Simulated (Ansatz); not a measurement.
**BH2 (doublet): correlated methods under varied settings at scale of all distances = 0.871**

What do other methods and options give for BH2 (doublet) at this geometry, and how long do they take?

Program: Ansatz 0.2.0, Gaussian basis. Level of theory: the settings change from run to run. These are calculated values, not measurements.

11 further runs of the same task are left out: 7 that didn't finish, 4 set aside as unsound or not needed.

**1. What is computed**

The geometry derives from a PBE0/def2-TZVP stationary point (not a proven minimum). All distances are scaled together.

3 atoms, charge 0, spin multiplicity 2.

Atoms are counted from 1 here; the program's logs count them from 0.

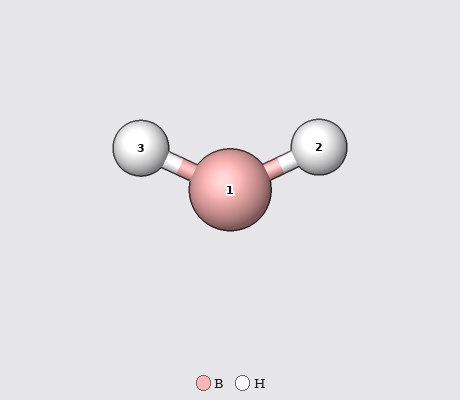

The geometry (boron pink, hydrogen white); atoms are numbered from 1 in the order of the file.

**2. MRCISD+Q(relaxed)(3,5)/6-31G**

File in.yaml:

```yaml
crystal:
  periodic: [false, false, false]
  atoms:
    - {symbol: B, position_ang: [0.000000, -0.069685, 0.000000]}
    - {symbol: H, position_ang: [0.000000, 0.373717, -0.938074]}
    - {symbol: H, position_ang: [0.000000, 0.373717, 0.938074]}
basis:
  gaussian: {orbitals: 6-31G}
magnetization: {spin_polarized: false, initial_magnetization: 1}
correlation: {method: fic_mrcisd_q_relaxed, electrons: outside_noble_gas, active_space: {window: {electrons: 3, orbitals: 5}}}
```

Command:

```
$ ansatz run in.yaml --threads 1 --pin off --events-out ev --progress --plain --max-ram 2393MiB
```

The log of the run, shortened:

```text
Functional definition: HF
  name "HF"
  cite "Fock, Z. Phys. 61, 126 (1930) doi:10.1007/BF01340294"
  parent pbe
[...]
190 factors; integrals over basis functions are off by at most 1.8e-4 eV
[...]
mean field -699.65838799 eV, -25.7119715133 hartree, gradient 1.1e-6 eV, S^2 0.750000; 2 other end points of the search recorded, 0 dependent functions left out
reference -699.65838799 eV, -25.7119715133 hartree; 4, 3 occupied and 9, 10 virtual orbitals, 190 factors
state -700.17775814 eV, -25.7310580142 hartree
contracted CI cycle   1: correlation -0.00000000 eV, -0.0000000000 hartree, residual 6.46e0 eV
contracted CI cycle   2: correlation -0.76747992 eV, -0.0282043668 hartree, residual 1.10e0 eV
contracted CI cycle   3: correlation -0.79405703 eV, -0.0291810577 hartree, residual 4.00e-1 eV
contracted CI cycle   4: correlation -0.79740163 eV, -0.0293039693 hartree, residual 1.74e-1 eV
contracted CI cycle   5: correlation -0.79808697 eV, -0.0293291551 hartree, residual 7.15e-2 eV
contracted CI cycle   6: correlation -0.79820392 eV, -0.0293334529 hartree, residual 3.47e-2 eV
contracted CI cycle   7: correlation -0.79823400 eV, -0.0293345584 hartree, residual 1.65e-2 eV
contracted CI cycle   8: correlation -0.79824153 eV, -0.0293348353 hartree, residual 7.80e-3 eV
contracted CI cycle   9: correlation -0.79824322 eV, -0.0293348973 hartree, residual 3.96e-3 eV
contracted CI cycle  10: correlation -0.79824362 eV, -0.0293349120 hartree, residual 1.70e-3 eV
contracted CI cycle  11: correlation -0.79824368 eV, -0.0293349142 hartree, residual 7.09e-4 eV
state -700.17775814 eV, -25.7310580142 hartree; corrected -700.99091022 eV, -25.7609408018 hartree
Total energy: -700.99091022 eV, -25.7609408018 hartree
```

It took 0.57 s on 1 thread of Intel Xeon Platinum 8375C at 2.90GHz, shared host.

From the report: 50 determinants; active occupations 1.98, 1.00, 0.01, 0.01, 0.00.

**3. CCSDT/6-31G**

File in.yaml:

```yaml
crystal:
  periodic: [false, false, false]
  atoms:
    - {symbol: B, position_ang: [0.000000, -0.069685, 0.000000]}
    - {symbol: H, position_ang: [0.000000, 0.373717, -0.938074]}
    - {symbol: H, position_ang: [0.000000, 0.373717, 0.938074]}
basis:
  gaussian: {orbitals: 6-31G}
magnetization: {spin_polarized: true, initial_magnetization: 1}
hamiltonian: {xc: {name: r2SCAN}}
correlation: {method: ccsdt, electrons: valence}
accuracy: high
output: {forces: true}
```

Same command.

The log of the run, shortened:

```text
Functional definition: r2SCAN
  name "r2SCAN"
  cite "Furness, Kaplan, Ning, Perdew & Sun, J. Phys. Chem. Lett. 11, 8208 (2020) doi:10.1021/acs.jpclett.0c02405"
  cite "Furness, Kaplan, Ning, Perdew & Sun, J. Phys. Chem. Lett. 11, 9248 (2020) doi:10.1021/acs.jpclett.0c03077"
  parent r2scan
[...]
294 factors; integrals over basis functions are off by at most 9.6e-9 eV
[...]
mean field -703.96001305 eV, -25.8700533184 hartree, gradient 5.5e-9 eV, S^2 0.751329; 2 other end points of the search recorded, 0 dependent functions left out
1 core orbitals not correlated: weight in the atoms' cores, before any rotation towards them, 1.000 or more for the frozen orbitals, at most 0.000 for the correlated occupied ones
reference -699.63951510 eV, -25.7112779473 hartree; 3, 2 occupied and 9, 10 virtual orbitals, 294 factors
second order -0.97415593 eV of doubles, -0.01559530 eV of singles
cycle   1  -1.22304051 eV  change   -2.3e-1 eV  update   3.3e-2
[...]
cycle  20  -1.33581784 eV  change  -1.6e-10 eV  update  7.1e-11
[...]
Total energy: -700.97533294 eV, -25.7603683473 hartree
Atom 0 at     0.000000    -0.069685     0.000000 Å, force    -0.000000    -4.948184     0.000000 eV/Å
Atom 1 at     0.000000     0.373717    -0.938074 Å, force    -0.000000     2.474092    -5.559372 eV/Å
Atom 2 at     0.000000     0.373717     0.938074 Å, force     0.000000     2.474092     5.559372 eV/Å
Dipole moment:     0.000000     0.086588     0.000000 e Å
```

It took 3 s on 1 thread of Intel Xeon Platinum 8375C at 2.90GHz, shared host.

From the report: ⟨S²⟩ of the determinant 0.751 (pure doublet: 0.75); correlation -1.3358 eV; T1 0.008; largest double amplitude 0.05. The orbitals are Kohn-Sham ones, so correlation energy and T1 don't compare with those on Hartree-Fock orbitals.

**4. CCSD on ROHF/aug-cc-pVDZ**

File in.yaml:

```yaml
crystal:
  periodic: [false, false, false]
  atoms:
    - {symbol: B, position_ang: [0.000000, -0.069685, 0.000000]}
    - {symbol: H, position_ang: [0.000000, 0.373717, -0.938074]}
    - {symbol: H, position_ang: [0.000000, 0.373717, 0.938074]}
basis:
  gaussian: {orbitals: aug-cc-pVDZ}
magnetization: {spin_polarized: false, initial_magnetization: 1}
correlation: {method: ccsd, electrons: all, diis_vectors: 4}
scf: {omitted_lower_state_checks: [cluster_reference]}
output: {forces: true}
```

Launched as before.

The log of the run, shortened:

```text
Functional definition: HF
  name "HF"
  cite "Fock, Z. Phys. 61, 126 (1930) doi:10.1007/BF01340294"
  parent pbe
[...]
396 factors; integrals over basis functions are off by at most 5.6e-4 eV
[...]
mean field -699.95188001 eV, -25.7227571460 hartree, gradient 2.4e-6 eV, S^2 0.750000; 5 other end points of the search recorded, 0 dependent functions left out
reference -699.95188001 eV, -25.7227571460 hartree; 4, 3 occupied and 37, 38 virtual orbitals, 396 factors
second order -1.89854038 eV of doubles, -0.02360566 eV of singles
cycle   1  -2.30535317 eV  change   -3.8e-1 eV  update   4.0e-2
[...]
cycle  11  -2.43935058 eV  change    4.7e-7 eV  update   4.9e-7
[...]
Total energy: -702.39123060 eV, -25.8124016266 hartree
Atom 0 at     0.000000    -0.069685     0.000000 Å, force    -0.000000    -4.909075    -0.000000 eV/Å
Atom 1 at     0.000000     0.373717    -0.938074 Å, force     0.000000     2.454537    -5.564048 eV/Å
Atom 2 at     0.000000     0.373717     0.938074 Å, force    -0.000000     2.454537     5.564048 eV/Å
Dipole moment:     0.000000     0.124557     0.000000 e Å
Checks for a lower state left out: cluster_reference
```

Run time: 1.6 s. Hardware: 1 thread of Intel Xeon Platinum 8375C at 2.90GHz, shared host.

From the report: correlation -2.4394 eV; T1 0.012; largest double amplitude 0.03.

**5. CCSDT(Q)/B on ROHF/aug-cc-pVDZ**

in.yaml: that of step 4 with these lines changed.

```diff
@@ -9,4 +9,3 @@
 magnetization: {spin_polarized: false, initial_magnetization: 1}
-correlation: {method: ccsd, electrons: all, diis_vectors: 4}
-scf: {omitted_lower_state_checks: [cluster_reference]}
-output: {forces: true}
+correlation: {method: ccsdt_q_b, electrons: outside_noble_gas}
+accuracy: high
```

Launched as before.

The log of the run:

```text
Functional definition: HF
  name "HF"
  cite "Fock, Z. Phys. 61, 126 (1930) doi:10.1007/BF01340294"
  parent pbe
  exchange = exact_x
  correlation = 0
725 factors; integrals over basis functions are off by at most 2.9e-9 eV
mean field evaluation 1: about -699.3669 eV, gradient 8.8e0 eV
mean field evaluation 2: about -699.3660 eV, gradient 8.8e0 eV
mean field evaluation 4: about -699.9466 eV, gradient 4.7e-1 eV
mean field evaluation 8: about -699.9519 eV, gradient 1.3e-3 eV
mean field evaluation 16: about -699.9519 eV, gradient 2.2e-1 eV
mean field evaluation 32: about -699.2651 eV, gradient 3.0e0 eV
mean field evaluation 64: about -692.7561 eV, gradient 1.1e1 eV
mean field -699.95188114 eV, -25.7227571875 hartree, gradient 2.5e-8 eV, S^2 0.750000; 5 other end points of the search recorded, 0 dependent functions left out
mean field evaluation 96: about -699.9891 eV, gradient 3.5e-2 eV
determinant -699.95188114 eV, -25.7227571875 hartree, with singles and doubles -702.33992578 eV, -25.8105162094 hartree
determinant -698.62594418 eV, -25.6740299030 hartree, with singles and doubles -701.19259423 eV, -25.7683525524 hartree
1 core orbitals not correlated: weight in the atoms' cores, before any rotation towards them, 1.000 or more for the frozen orbitals, at most 0.000 for the correlated occupied ones
reference -699.95188114 eV, -25.7227571875 hartree; 3, 2 occupied and 37, 38 virtual orbitals, 725 factors
second order -1.84081425 eV of doubles, -0.02335412 eV of singles
cycle   1  -2.24827968 eV  change   -3.8e-1 eV  update   4.2e-2
cycle   2  -2.41495084 eV  change   -1.7e-1 eV  update   1.7e-2
cycle   3  -2.42310692 eV  change   -8.2e-3 eV  update   5.0e-3
cycle   4  -2.42438439 eV  change   -1.3e-3 eV  update   1.8e-3
cycle   5  -2.42382089 eV  change    5.6e-4 eV  update   6.7e-4
cycle   6  -2.42383427 eV  change   -1.3e-5 eV  update   2.2e-4
cycle   7  -2.42398270 eV  change   -1.5e-4 eV  update   8.3e-5
cycle   8  -2.42399949 eV  change   -1.7e-5 eV  update   3.1e-5
cycle   9  -2.42398135 eV  change    1.8e-5 eV  update   1.2e-5
cycle  10  -2.42397904 eV  change    2.3e-6 eV  update   4.0e-6
cycle  11  -2.42398025 eV  change   -1.2e-6 eV  update   1.5e-6
cycle  12  -2.42398048 eV  change   -2.2e-7 eV  update   5.2e-7
cycle  13  -2.42398057 eV  change   -9.8e-8 eV  update   2.1e-7
cycle  14  -2.42398042 eV  change    1.6e-7 eV  update   8.2e-8
cycle  15  -2.42398036 eV  change    5.9e-8 eV  update   3.2e-8
cycle  16  -2.42398034 eV  change    1.9e-8 eV  update   1.6e-8
cycle  17  -2.42398035 eV  change   -1.2e-8 eV  update   1.1e-8
cycle  18  -2.42398035 eV  change   2.5e-10 eV  update   3.9e-9
cycle  19  -2.42398035 eV  change  -4.8e-10 eV  update   1.6e-9
cycle  20  -2.42398035 eV  change  -2.0e-10 eV  update  5.5e-10
perturbative correction -0.00040691 eV, -0.0000149536 hartree
Total energy: -702.37626840 eV, -25.8118517759 hartree
```

Run time: 12 s. Hardware: 1 thread of Intel Xeon Platinum 8375C at 2.90GHz, shared host; peak memory 0.25 GiB.

From the report: correlation -2.4244 eV; T1 0.014; largest double amplitude 0.03.

**6. The runs in one table**

Where basis and cores are those of an earlier FCI/aug-cc-pVDZ run (-702.3764 eV), and the state is the same kind, the miss against it is given.

```
                           level         correlated  functions  energy (eV)  from FCI (meV)    time
    MRCISD+Q(relaxed)(3,5)/6-31G  outside noble gas         13    -700.9909                  0.57 s
CCSDT/6-31G (on r2SCAN orbitals)            valence         13    -700.9753                     3 s
        CCSD on ROHF/aug-cc-pVDZ                all         41    -702.3912                   1.6 s
  CCSDT(Q)/B on ROHF/aug-cc-pVDZ  outside noble gas         41    -702.3763             0.1    12 s
```

**7. Outcome**

```
quantity                                 value
    runs                                     4
quickest  MRCISD+Q(relaxed)(3,5)/6-31G, 0.57 s
 slowest  CCSDT(Q)/B on ROHF/aug-cc-pVDZ, 12 s
```

**Reading.** Total energies in different bases, with other cores or another treatment of relativity can't be set against each other. CCSDT(Q)/B on ROHF/aug-cc-pVDZ took 21 times as long as MRCISD+Q(relaxed)(3,5)/6-31G; the jobs differ in more than the method.
